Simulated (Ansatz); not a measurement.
**ClFHInNO (SMILES [O][NH][In]([F])[Cl]) (doublet): density, localisation and related maps**

```
atom    x (Å)   y (Å)    z (Å)
  Cl  -2.0669  2.6894   1.6948
   F   0.9474  4.6779   2.5456
  In   0.0912  3.4690   1.2581
   N   1.2389  2.9808  -0.4397
   O   0.8230  2.2147  -1.3546
   H   2.1876  3.3696  -0.5582
```

Geometry: B3LYP-D3(BJ)/def2-SVP; core potentials replace the inner electrons of In.

Level of theory: Ansatz, isolated molecule in a Gaussian basis; Kohn-Sham density functional theory, functional PBE0.

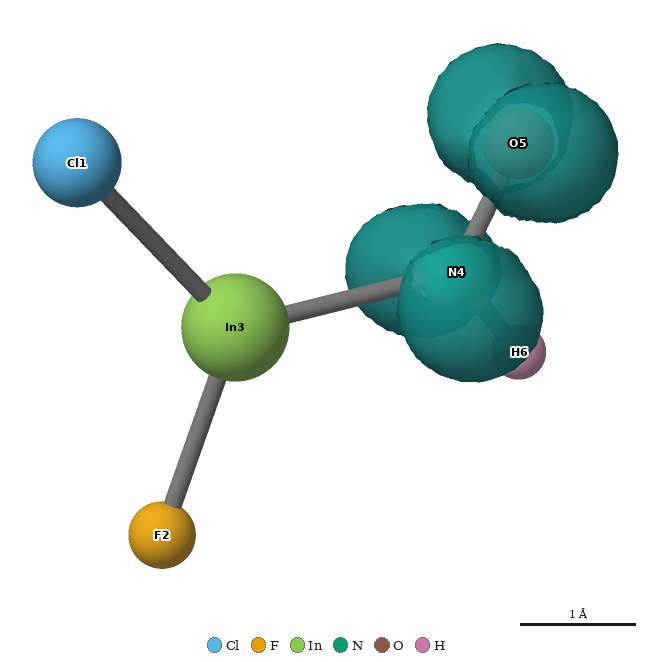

Figure 1. Isosurface of the spin density at +0.05 e/Å³ (teal), seen at a tilt.

### Which atoms carry the spin?

The unpaired spin (1 electron) lies mostly on O5 (about 0.6) and N4 (about 0.4), in electrons by Hirshfeld's partition.

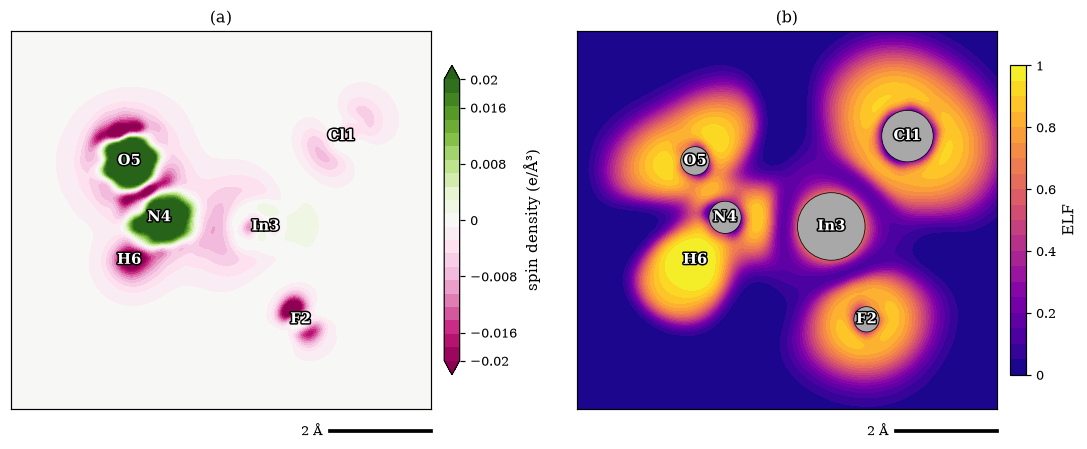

Figure 2. (a) spin density; (b) ELF on the molecular plane. Grey discs cover the atomic cores in the ELF map.

### Read the bonding off the picture.

Atoms in the plane: Cl, F, In, N, O and H.
N–O (1.26 Å): the ELF peaks at about 0.85 between the atoms (localised, covalent bonding).
In–F (1.96 Å): the ELF peaks at about 0.80 in the valence shell of F, 0.5 Å from its nucleus, and drops to about 0.15 between the two atoms.
In–N (2.11 Å): the ELF peaks at about 0.90 in the valence shell of N, 0.6 Å from its nucleus, and drops to about 0.15 between the two atoms.
In–Cl (2.34 Å): the ELF peaks at about 0.80 in the valence shell of Cl, 0.8 Å from its nucleus, and drops to about 0.15 between the two atoms.
N–H (1.03 Å): the ELF climbs to about 1 towards the hydrogen, as it does in any bond to H (an ordinary covalent bond to hydrogen).
The ELF also peaks beside F2, O5 and Cl1, away from the bonds: non-bonding electrons, paired or unpaired.

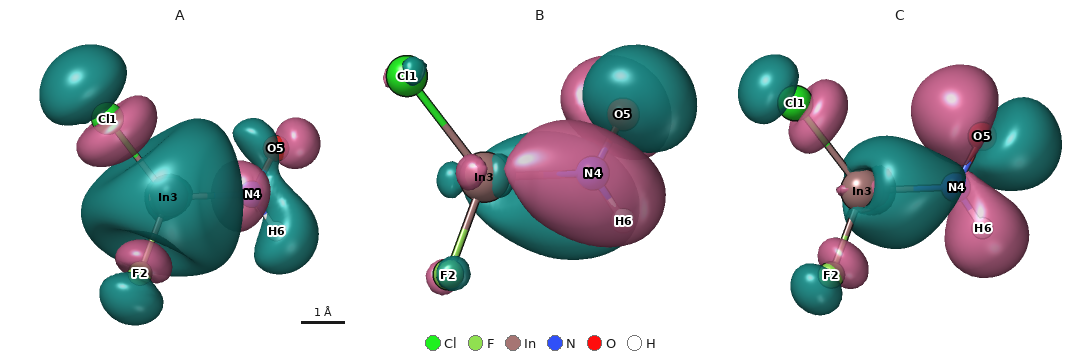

Figure 3. Three frontier orbitals at ±0.06 Å⁻³ᐟ² (teal and pink are the two phases), in no order.

### Which picture is the HOMO−1, the HOMO and the LUMO? All are α orbitals.

C is the HOMO−1 (α) (−8.11 eV). By Hirshfeld shares it lies mainly on O5 (about 60 %), N4 (about 15 %), In3 (about 10 %) and H6 (about 5 %); it is symmetric in the molecular plane (an in-plane orbital: σ, lone-pair or in-plane π type). B is the HOMO (α) (−7.07 eV). It lies mainly on N4 (about 45 %) and O5 (about 45 %); it changes sign across the molecular plane (π type); π-antibonding (a node) across N4–O5. A is the LUMO (α) (−3.19 eV). By Hirshfeld shares it lies mainly on In3 (about 55 %), Cl1 (about 20 %), N4 (about 10 %) and F2 (about 10 %); it is symmetric in the molecular plane (an in-plane orbital: σ, lone-pair or in-plane π type).

### What is the gap between the highest occupied and lowest empty α orbitals?

3.88 eV between the orbital energies.

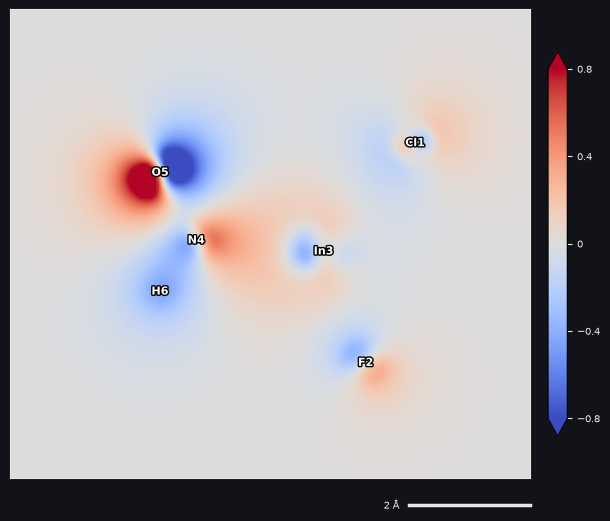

Figure 4. The HOMO−1 (α) on the molecular plane (values in Å⁻³ᐟ²; the overall sign is arbitrary).

### What is the character of this orbital?

Its weight (Hirshfeld) is mainly on O5 (about 60 %), N4 (about 15 %), In3 (about 10 %) and H6 (about 5 %); it is symmetric in the molecular plane (an in-plane orbital: σ, lone-pair or in-plane π type). Its energy is −8.11 eV.
